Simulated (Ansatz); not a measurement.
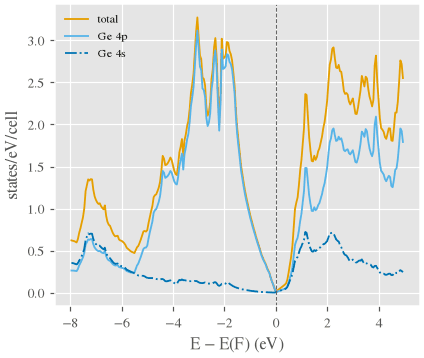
*Total and projected density of states of Ge in space group I4/mmm (No. 139; Ge on 8h), the program Ansatz at the r²SCAN level (PAW)*

Q: Which orbitals carry the states next to the Fermi level?

A: Within 0.5 eV of the Fermi level: Ge 4p 84 %, Ge 4s 13 %. Projections are on Löwdin-orthogonalised atomic valence shells; empty p or d shells of many metals are not among them.

Q: Where is the tallest occupied peak in this window, and what makes it?

A: Near -3.0 eV, about 3.3 states/eV per cell; the largest projected share is Ge 4p.

The start of the workflow was typed in or built on a structure type; neither database checked (COD, Materials Project) lists it. It is not the phase usual at ambient conditions (space group No. 227). Symmetry was held in the r²SCAN relaxation; whether a distortion lowers the energy is not shown. The volume moved by 28 % from the start of the relaxation. Spin–orbit coupling is left out wherever it is not named.

Potentials: the later of the program's two PAW sets.
